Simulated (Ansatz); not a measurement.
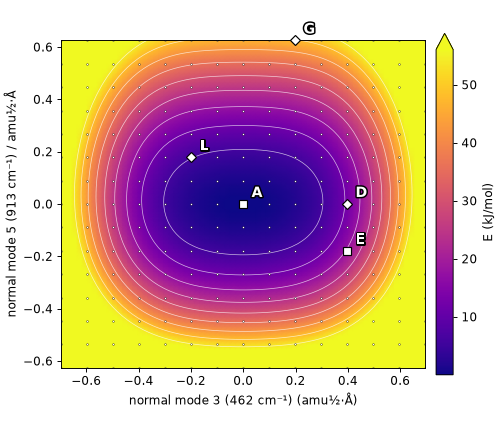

H₂NOSi, SMILES N[Si+]=O, charge +1. 
- The first coordinate is: normal mode 3 (462 cm⁻¹); the second: normal mode 5 (913 cm⁻¹).
- Nothing is relaxed (straight displacements along the two mass-weighted modes).
- The grid has 15 × 15 points; 120 points were computed and 105 follow by symmetry.
- Energies: kJ/mol, counted from the lowest grid point.
- The calculation used Ansatz, RKS PBE0-D4/def2-TZVP.

Drawn: a smooth colour map with a few white contour lines, dots at the grid points, one colour for all values above the top of the scale, lettered points. Between grid points the surface is interpolated.

Is G the lowest point of the computed grid?

No. G lies 48 kJ/mol above the lowest grid point, which is at normal mode 3 (462 cm⁻¹) = 0.000 amu½·Å, normal mode 5 (913 cm⁻¹) = 0.000 amu½·Å.

Rank the lettered points by energy, lowest first.

A (0 kJ/mol), L (6 kJ/mol), D (13 kJ/mol), E (19 kJ/mol), G (48 kJ/mol).
